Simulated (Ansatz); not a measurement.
**AlH₄ (doublet): correlated methods under varied settings at distance H2–H3 = 1.046 Å**

What do other methods and options give for AlH₄ (doublet) at this geometry, and how long do they take?

The runs use Ansatz 0.2.0, Gaussian basis; the settings change from run to run.

27 further runs of the same task are left out: 8 for a known fault of the program, 4 for a mislabelled method, 10 that didn't finish, 5 set aside as unsound or not needed.

## Step 1: The system

The geometry derives from a PBE0/def2-TZVP stationary point (not a proven minimum). One bond is set to the value named and the two fragments are kept rigid.

5 atoms, charge 0, spin multiplicity 2.

Atoms are counted from 1 here; the program's logs count them from 0.

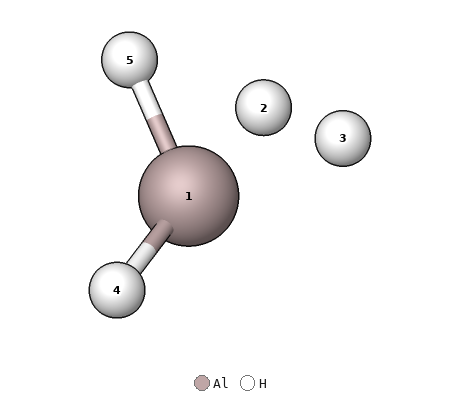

The geometry (aluminium light grey, hydrogen white); atoms are numbered from 1 in the order of the file.

As a file:

```xyz
5

Al   -0.0508    0.0003   -0.1324
H     0.4578    0.0019    1.9861
H    -0.5873   -0.0127    1.9460
H     0.7424    1.3834   -0.1884
H     0.7467   -1.3800   -0.1989
```

## Step 2: CISD/6-31G

in.yaml reads:

```yaml
crystal:
  periodic: [false, false, false]
  atoms:
    - {symbol: Al, position_ang: [-0.050788, 0.000274, -0.132420]}
    - {symbol: H, position_ang: [0.457801, 0.001929, 1.986120]}
    - {symbol: H, position_ang: [-0.587328, -0.012685, 1.946019]}
    - {symbol: H, position_ang: [0.742380, 1.383437, -0.188449]}
    - {symbol: H, position_ang: [0.746691, -1.380002, -0.198942]}
basis:
  gaussian: {orbitals: 6-31G}
magnetization: {spin_polarized: false, initial_magnetization: 1}
correlation: {active_space: {ras: {orbitals: [3, 1, 12], electrons: 7, max_holes: 2, max_particles: 2}, fixed_orbitals: true}}
accuracy: high
```

Command:

```
$ ansatz run in.yaml --threads 1 --pin off --events-out ev --progress --plain --max-ram 2393MiB
```

The program printed:

```text
Functional definition: HF
  name "HF"
  cite "Fock, Z. Phys. 61, 126 (1930) doi:10.1007/BF01340294"
  parent pbe
  exchange = exact_x
  correlation = 0
484 factors; integrals over basis functions are off by at most 5.4e-9 eV
mean field evaluation 1: about -6640.9385 eV, gradient 7.7e0 eV
mean field evaluation 2: about -6640.9417 eV, gradient 7.7e0 eV
mean field evaluation 4: about -6641.5209 eV, gradient 3.7e-1 eV
mean field evaluation 8: about -6641.5240 eV, gradient 4.9e-4 eV
mean field -6641.52399498 eV, -244.0715050288 hartree, gradient 4.9e-8 eV, S^2 0.750000; 0 other end points of the search recorded, 0 dependent functions left out
reference -6641.52399498 eV, -244.0715050288 hartree; 9, 8 occupied and 12, 13 virtual orbitals, 484 factors
state -6643.59011121 eV, -244.1474333999 hartree
Total energy: -6643.59011121 eV, -244.1474333999 hartree
```

Wall time 0.33 s (1 thread of Arm Neoverse V1, shared host).

From the report: 3,616 determinants.

## Step 3: CCSD on UHF/6-31G

Changes to in.yaml since step 2:

```diff
@@ -10,4 +10,5 @@
   gaussian: {orbitals: 6-31G}
-magnetization: {spin_polarized: false, initial_magnetization: 1}
-correlation: {active_space: {ras: {orbitals: [3, 1, 12], electrons: 7, max_holes: 2, max_particles: 2}, fixed_orbitals: true}}
+magnetization: {spin_polarized: true, initial_magnetization: 1}
+correlation: {method: ccsd, electrons: all}
 accuracy: high
+scf: {lower_state_search: off}
```

The command is unchanged.

The program printed (excerpt; [...] marks lines left out):

```text
Functional definition: HF
  name "HF"
  cite "Fock, Z. Phys. 61, 126 (1930) doi:10.1007/BF01340294"
  parent pbe
[...]
484 factors; integrals over basis functions are off by at most 5.4e-9 eV
[...]
mean field -6641.54468768 eV, -244.0722654716 hartree, gradient 9.5e-8 eV, S^2 0.757014; 0 other end points of the search recorded, 0 dependent functions left out
reference -6641.54468768 eV, -244.0722654716 hartree; 9, 8 occupied and 12, 13 virtual orbitals, 484 factors
second order -1.52047683 eV of doubles, -0.00000000 eV of singles
cycle   1  -1.94083508 eV  change   -4.2e-1 eV  update   6.1e-2
[...]
cycle  22  -2.20752991 eV  change   8.2e-11 eV  update   1.2e-9
Total energy: -6643.75221759 eV, -244.1533906994 hartree
Checks for a lower state left out: stability, starts, cluster_reference, orbital_swaps, neighbouring_geometries, increment
```

It took 0.54 s on 1 thread of Arm Neoverse V1, shared host.

From the report: ⟨S²⟩ of the determinant 0.757 (pure doublet: 0.75); correlation -2.2075 eV; T1 0.009; largest double amplitude 0.07.

## Step 4: NEVPT2(3,6)/def2-SVP

Changes to in.yaml since step 3:

```diff
@@ -9,6 +9,5 @@
 basis:
-  gaussian: {orbitals: 6-31G}
-magnetization: {spin_polarized: true, initial_magnetization: 1}
-correlation: {method: ccsd, electrons: all}
-accuracy: high
+  gaussian: {orbitals: def2-SVP}
+magnetization: {spin_polarized: false, initial_magnetization: 1}
+correlation: {method: sc_nevpt2, electrons: valence, active_space: {window: {electrons: 3, orbitals: 6}}}
 scf: {lower_state_search: off}
```

Same command.

The program printed (excerpt; [...] marks lines left out):

```text
Functional definition: HF
  name "HF"
  cite "Fock, Z. Phys. 61, 126 (1930) doi:10.1007/BF01340294"
  parent pbe
[...]
367 factors; integrals over basis functions are off by at most 1.3e-3 eV
[...]
mean field -6640.66489612 eV, -244.0399337282 hartree, gradient 2.4e-6 eV, S^2 0.750000; 0 other end points of the search recorded, 0 dependent functions left out
reference -6640.66489612 eV, -244.0399337282 hartree; 9, 8 occupied and 29, 30 virtual orbitals, 367 factors
state -6641.45182840 eV, -244.0688529561 hartree
state -6641.45182840 eV, -244.0688529561 hartree; corrected -6643.16834393 eV, -244.1319337380 hartree
Total energy: -6643.16834393 eV, -244.1319337380 hartree
Checks for a lower state left out: stability, starts, cluster_reference, orbital_swaps, neighbouring_geometries, increment
```

It took 0.6 s on 1 thread of Arm Neoverse V1, shared host.

From the report: 90 determinants; active occupations 1.96, 1.00, 0.02, 0.01, 0.00, 0.00.

## Step 5: CCSD(T) on ROHF/6-31G

Changes to in.yaml since step 4:

```diff
@@ -9,5 +9,4 @@
 basis:
-  gaussian: {orbitals: def2-SVP}
+  gaussian: {orbitals: 6-31G}
 magnetization: {spin_polarized: false, initial_magnetization: 1}
-correlation: {method: sc_nevpt2, electrons: valence, active_space: {window: {electrons: 3, orbitals: 6}}}
-scf: {lower_state_search: off}
+correlation: {method: ccsd_t, electrons: valence}
```

The command is unchanged.

The program printed (excerpt; [...] marks lines left out):

```text
Functional definition: HF
  name "HF"
  cite "Fock, Z. Phys. 61, 126 (1930) doi:10.1007/BF01340294"
  parent pbe
[...]
266 factors; integrals over basis functions are off by at most 7.7e-4 eV
[...]
mean field -6641.52388349 eV, -244.0715009315 hartree, gradient 4.6e-6 eV, S^2 0.750000; 1 other end points of the search recorded, 0 dependent functions left out
[...]
determinant -6641.52388349 eV, -244.0715009315 hartree, with singles and doubles -6643.67006877 eV, -244.1503717860 hartree
determinant -6638.04697563 eV, -243.9437269246 hartree, with singles and doubles -6640.48933248 eV, -244.0334818832 hartree
5 core orbitals not correlated: weight in the atoms' cores, before any rotation towards them, 1.000 or more for the frozen orbitals, at most 0.000 for the correlated occupied ones
reference -6641.52388349 eV, -244.0715009315 hartree; 4, 3 occupied and 12, 13 virtual orbitals, 266 factors
second order -1.44485822 eV of doubles, -0.00903914 eV of singles
cycle   1  -2.14610558 eV  change    8.0e-5 eV  update   4.0e-4
[...]
cycle   6  -2.14609180 eV  change   -8.4e-6 eV  update   3.8e-6
perturbative correction -0.02170101 eV, -0.0007974976 hartree
Total energy: -6643.69167630 eV, -244.1511658482 hartree
```

Run time: 0.27 s. Hardware: 1 thread of Arm Neoverse V1, shared host.

From the report: correlation -2.1678 eV; T1 0.015; largest double amplitude 0.07.

## Step 6: NEVPT2(5,5)/6-31G

Changes to in.yaml since step 5:

```diff
@@ -9,4 +9,7 @@
 basis:
-  gaussian: {orbitals: 6-31G}
+  gaussian: {orbitals: 6-31G, fitting: {mean_field: def2-universal-jkfit}, point_charges: [{charge: 0.50, position_ang: [5.536, 0.198, 0.750]}]}
 magnetization: {spin_polarized: false, initial_magnetization: 1}
-correlation: {method: ccsd_t, electrons: valence}
+hamiltonian: {pseudopotentials: {relativity: scalar}}
+correlation: {method: sc_nevpt2, electrons: valence, active_space: {window: {electrons: 5, orbitals: 5}}}
+scf: {lower_state_search: full}
+output: {forces: true}
```

Same command.

The program printed (excerpt; [...] marks lines left out):

```text
Functional definition: HF
  name "HF"
  cite "Fock, Z. Phys. 61, 126 (1930) doi:10.1007/BF01340294"
  parent pbe
[...]
200 factors; integrals over basis functions are off by at most 1.0e-1 eV
[...]
mean field -6652.35374124 eV, -244.4694908631 hartree, gradient 2.5e-6 eV, S^2 0.750000; 3 other end points of the search recorded, 0 dependent functions left out
reference -6652.35374124 eV, -244.4694908631 hartree; 9, 8 occupied and 12, 13 virtual orbitals, 200 factors
state -6653.52168766 eV, -244.5124121026 hartree
state -6653.52168766 eV, -244.5124121026 hartree; corrected -6654.15683068 eV, -244.5357531780 hartree
state -6653.52106787 eV, -244.5123893258 hartree
state -6653.52106787 eV, -244.5123893258 hartree; corrected -6654.15663968 eV, -244.5357461590 hartree
state -6653.52168766 eV, -244.5124121026 hartree; corrected -6654.15683068 eV, -244.5357531780 hartree
state -6653.25045251 eV, -244.5024443945 hartree
state -6653.25045251 eV, -244.5024443945 hartree; corrected -6654.10112886 eV, -244.5337061739 hartree
state -6653.52168766 eV, -244.5124121026 hartree; corrected -6654.15683068 eV, -244.5357531780 hartree
[...]
Total energy: -6654.15683068 eV, -244.5357531780 hartree
Relativity: scalar
Atom 0 at    -0.050788     0.000274    -0.132420 Å, force    -0.473077     0.157613    -0.313936 eV/Å
Atom 1 at     0.457801     0.001929     1.986120 Å, force    -3.551791    -0.060764     0.147828 eV/Å
Atom 2 at    -0.587328    -0.012685     1.946019 Å, force     3.590738     0.063613     0.181921 eV/Å
Atom 3 at     0.742380     1.383437    -0.188449 Å, force     0.176581     0.217510     0.007358 eV/Å
Atom 4 at     0.746691    -1.380002    -0.198942 Å, force     0.273132    -0.379159    -0.008926 eV/Å
Dipole moment:    -0.207153    -0.022928     0.186322 e Å
```

Wall time 0.6 s (1 thread of Arm Neoverse V1, shared host).

From the report: 100 determinants; active occupations 1.98, 1.95, 1.00, 0.05, 0.02.

## Step 7: BCCD on ROHF/def2-SVP

in.yaml reads:

```yaml
crystal:
  periodic: [false, false, false]
  atoms:
    - {symbol: Al, position_ang: [-0.050788, 0.000274, -0.132420]}
    - {symbol: H, position_ang: [0.457801, 0.001929, 1.986120]}
    - {symbol: H, position_ang: [-0.587328, -0.012685, 1.946019]}
    - {symbol: H, position_ang: [0.742380, 1.383437, -0.188449]}
    - {symbol: H, position_ang: [0.746691, -1.380002, -0.198942]}
basis:
  gaussian: {orbitals: def2-SVP}
magnetization: {spin_polarized: false, initial_magnetization: 1}
correlation: {method: bccd, electrons: outside_noble_gas}
output: {forces: true}
```

Launched as before.

The program printed (excerpt; [...] marks lines left out):

```text
Functional definition: HF
  name "HF"
  cite "Fock, Z. Phys. 61, 126 (1930) doi:10.1007/BF01340294"
  parent pbe
[...]
367 factors; integrals over basis functions are off by at most 1.3e-3 eV
[...]
mean field -6640.66489612 eV, -244.0399337282 hartree, gradient 2.4e-6 eV, S^2 0.750000; 1 other end points of the search recorded, 0 dependent functions left out
determinant -6640.66489612 eV, -244.0399337282 hartree, with singles and doubles -6643.88738480 eV, -244.1583580028 hartree
determinant -6637.23215804 eV, -243.9137829304 hartree, with singles and doubles -6640.71583688 eV, -244.0418057664 hartree
5 core orbitals not correlated: weight in the atoms' cores, before any rotation towards them, 1.000 or more for the frozen orbitals, at most 0.000 for the correlated occupied ones
reference -6640.66489612 eV, -244.0399337282 hartree; 4, 3 occupied and 29, 30 virtual orbitals, 367 factors
second order -2.42183516 eV of doubles, -0.01489277 eV of singles
cycle   1  -3.22274202 eV  change   -2.5e-4 eV  update   3.0e-3
[...]
cycle  10  -3.22116016 eV  change    7.3e-7 eV  update   6.0e-7
[...]
Total energy: -6643.88605628 eV, -244.1583091806 hartree
Atom 0 at    -0.050788     0.000274    -0.132420 Å, force     0.178710    -0.003571     0.299240 eV/Å
Atom 1 at     0.457801     0.001929     1.986120 Å, force    -3.805489    -0.054462    -0.145716 eV/Å
Atom 2 at    -0.587328    -0.012685     1.946019 Å, force     3.862586     0.057103    -0.132693 eV/Å
Atom 3 at     0.742380     1.383437    -0.188449 Å, force    -0.118079    -0.096576    -0.010133 eV/Å
Atom 4 at     0.746691    -1.380002    -0.198942 Å, force    -0.117728     0.097506    -0.010698 eV/Å
Dipole moment:    -0.151668    -0.000603     0.217509 e Å
```

Run time: 1.8 s. Hardware: 1 thread of Arm Neoverse V1, shared host.

From the report: correlation -3.2212 eV; largest double amplitude 0.05.

## Step 8: BCCD(T) on ROHF/cc-pVDZ

Changes to in.yaml since step 7:

```diff
@@ -9,5 +9,6 @@
 basis:
-  gaussian: {orbitals: def2-SVP}
+  gaussian: {orbitals: cc-pVDZ}
 magnetization: {spin_polarized: false, initial_magnetization: 1}
-correlation: {method: bccd, electrons: outside_noble_gas}
+correlation: {method: bccd_t, electrons: all}
+scf: {omitted_lower_state_checks: [cluster_reference]}
 output: {forces: true}
```

Same command.

The program printed (excerpt; [...] marks lines left out):

```text
Functional definition: HF
  name "HF"
  cite "Fock, Z. Phys. 61, 126 (1930) doi:10.1007/BF01340294"
  parent pbe
[...]
353 factors; integrals over basis functions are off by at most 1.1e-3 eV
[...]
mean field -6642.80496820 eV, -244.1185799266 hartree, gradient 1.4e-6 eV, S^2 0.750000; 0 other end points of the search recorded, 0 dependent functions left out
reference -6642.80496820 eV, -244.1185799266 hartree; 9, 8 occupied and 29, 30 virtual orbitals, 353 factors
second order -2.59819839 eV of doubles, -0.01622198 eV of singles
cycle   1  -3.18258155 eV  change   -5.7e-1 eV  update   6.2e-2
[...]
cycle  13  -3.43129751 eV  change    2.6e-6 eV  update   1.0e-6
perturbative correction -0.05381095 eV, -0.0019775158 hartree
[...]
Total energy: -6646.29007666 eV, -244.2466553000 hartree
Atom 0 at    -0.050788     0.000274    -0.132420 Å, force     0.044929    -0.003529     0.267494 eV/Å
Atom 1 at     0.457801     0.001929     1.986120 Å, force    -3.699658    -0.053248    -0.113895 eV/Å
Atom 2 at    -0.587328    -0.012685     1.946019 Å, force     3.753905     0.055566    -0.113038 eV/Å
Atom 3 at     0.742380     1.383437    -0.188449 Å, force    -0.050000     0.028277    -0.019672 eV/Å
Atom 4 at     0.746691    -1.380002    -0.198942 Å, force    -0.049177    -0.027066    -0.020888 eV/Å
Dipole moment:    -0.125776    -0.000537     0.208287 e Å
Checks for a lower state left out: cluster_reference
```

It took 6 s on 1 thread of Arm Neoverse V1, shared host.

From the report: correlation -3.4851 eV; largest double amplitude 0.05.

## Step 9: MRCISD+Q(3,5)/6-31G

Changes to in.yaml since step 8:

```diff
@@ -9,6 +9,4 @@
 basis:
-  gaussian: {orbitals: cc-pVDZ}
+  gaussian: {orbitals: 6-31G}
 magnetization: {spin_polarized: false, initial_magnetization: 1}
-correlation: {method: bccd_t, electrons: all}
-scf: {omitted_lower_state_checks: [cluster_reference]}
-output: {forces: true}
+correlation: {method: fic_mrcisd_q, electrons: outside_noble_gas, active_space: {window: {electrons: 3, orbitals: 5}}}
```

Launched as before.

The program printed (excerpt; [...] marks lines left out):

```text
Functional definition: HF
  name "HF"
  cite "Fock, Z. Phys. 61, 126 (1930) doi:10.1007/BF01340294"
  parent pbe
[...]
266 factors; integrals over basis functions are off by at most 7.7e-4 eV
[...]
mean field -6641.52388349 eV, -244.0715009315 hartree, gradient 4.6e-6 eV, S^2 0.750000; 0 other end points of the search recorded, 0 dependent functions left out
reference -6641.52388349 eV, -244.0715009315 hartree; 9, 8 occupied and 12, 13 virtual orbitals, 266 factors
state -6642.40800327 eV, -244.1039917343 hartree
contracted CI cycle   1: correlation 0.00000000 eV, 0.0000000000 hartree, residual 6.96e0 eV
contracted CI cycle   2: correlation -1.18918661 eV, -0.0437018017 hartree, residual 1.25e0 eV
contracted CI cycle   3: correlation -1.23902748 eV, -0.0455334199 hartree, residual 3.84e-1 eV
contracted CI cycle   4: correlation -1.24296302 eV, -0.0456780483 hartree, residual 1.21e-1 eV
contracted CI cycle   5: correlation -1.24334989 eV, -0.0456922656 hartree, residual 4.73e-2 eV
contracted CI cycle   6: correlation -1.24341165 eV, -0.0456945352 hartree, residual 1.82e-2 eV
contracted CI cycle   7: correlation -1.24341991 eV, -0.0456948389 hartree, residual 6.62e-3 eV
contracted CI cycle   8: correlation -1.24342094 eV, -0.0456948766 hartree, residual 2.49e-3 eV
contracted CI cycle   9: correlation -1.24342108 eV, -0.0456948818 hartree, residual 8.69e-4 eV
state -6642.40800327 eV, -244.1039917343 hartree; corrected -6643.70286126 eV, -244.1515768877 hartree
Total energy: -6643.70286126 eV, -244.1515768877 hartree
```

Wall time 0.6 s (1 thread of Arm Neoverse V1, shared host).

From the report: 50 determinants; active occupations 1.94, 1.00, 0.05, 0.00, 0.00.

## Step 10: CCSDT(Q) on UHF/6-31G

Changes to in.yaml since step 9:

```diff
@@ -10,3 +10,5 @@
   gaussian: {orbitals: 6-31G}
-magnetization: {spin_polarized: false, initial_magnetization: 1}
-correlation: {method: fic_mrcisd_q, electrons: outside_noble_gas, active_space: {window: {electrons: 3, orbitals: 5}}}
+magnetization: {spin_polarized: true, initial_magnetization: 1}
+correlation: {method: ccsdt_q, electrons: outside_noble_gas}
+scf: {lower_state_search: off}
+output: {forces: true}
```

Launched as before.

The program printed (excerpt; [...] marks lines left out):

```text
Functional definition: HF
  name "HF"
  cite "Fock, Z. Phys. 61, 126 (1930) doi:10.1007/BF01340294"
  parent pbe
[...]
465 factors; integrals over basis functions are off by at most 1.3e-7 eV
[...]
mean field -6641.54468766 eV, -244.0722654710 hartree, gradient 2.2e-6 eV, S^2 0.757014; 0 other end points of the search recorded, 0 dependent functions left out
5 core orbitals not correlated: weight in the atoms' cores, before any rotation towards them, 1.000 or more for the frozen orbitals, at most 0.000 for the correlated occupied ones
reference -6641.54468766 eV, -244.0722654710 hartree; 4, 3 occupied and 12, 13 virtual orbitals, 465 factors
second order -1.43402071 eV of doubles, -0.00000000 eV of singles
cycle   1  -1.85891164 eV  change   -4.2e-1 eV  update   6.3e-2
[...]
cycle  14  -2.15804421 eV  change    3.6e-7 eV  update   3.6e-7
perturbative correction -0.00044441 eV, -0.0000163317 hartree
[...]
Total energy: -6643.70317629 eV, -244.1515884648 hartree
Atom 0 at    -0.050788     0.000274    -0.132420 Å, force    -0.391923    -0.002854    -0.231555 eV/Å
Atom 1 at     0.457801     0.001929     1.986120 Å, force    -3.521325    -0.051293     0.126485 eV/Å
Atom 2 at    -0.587328    -0.012685     1.946019 Å, force     3.584334     0.052249     0.133872 eV/Å
Atom 3 at     0.742380     1.383437    -0.188449 Å, force     0.163516     0.416504    -0.012324 eV/Å
Atom 4 at     0.746691    -1.380002    -0.198942 Å, force     0.165398    -0.414606    -0.016478 eV/Å
Dipole moment:    -0.134377    -0.000443     0.186635 e Å
Checks for a lower state left out: starts, cluster_reference, orbital_swaps, neighbouring_geometries, increment
```

Wall time 6.5 s (1 thread of Arm Neoverse V1, shared host).

From the report: ⟨S²⟩ of the determinant 0.757 (pure doublet: 0.75); correlation -2.1585 eV; T1 0.015; largest double amplitude 0.07.

## Step 11: All runs side by side

Where basis and cores are those of an earlier FCI/6-31G run (-6643.7033 eV), and the state is the same kind, the miss against it is given.

```csv
level,correlated,functions,energy (eV),from FCI (meV),time
CISD/6-31G,outside noble gas,21,-6643.5901,113.2,0.33 s
CCSD on UHF/6-31G,all,21,-6643.7522,,0.54 s
"NEVPT2(3,6)/def2-SVP",valence,38,-6643.1683,,0.6 s
CCSD(T) on ROHF/6-31G,valence,21,-6643.6917,11.6,0.27 s
"NEVPT2(5,5)/6-31G (beside a point charge, relativity set)",valence,21,-6654.1568,,0.6 s
BCCD on ROHF/def2-SVP,outside noble gas,38,-6643.8861,,1.8 s
BCCD(T) on ROHF/cc-pVDZ,all,38,-6646.2901,,6 s
"MRCISD+Q(3,5)/6-31G",outside noble gas,21,-6643.7029,0.4,0.6 s
CCSDT(Q) on UHF/6-31G,outside noble gas,21,-6643.7032,0.1,6.5 s
```

## Step 12: Summary of results

| quantity | value |
| --- | --- |
| runs | 9 |
| quickest | CCSD(T) on ROHF/6-31G, 0.27 s |
| slowest | CCSDT(Q) on UHF/6-31G, 6.5 s |

Total energies in different bases, with other cores or another treatment of relativity can't be set against each other. CCSDT(Q) on UHF/6-31G took 24 times as long as CCSD(T) on ROHF/6-31G; the jobs differ in more than the method. Among the correlated runs with a miss given, it spans +0 to +113 meV.
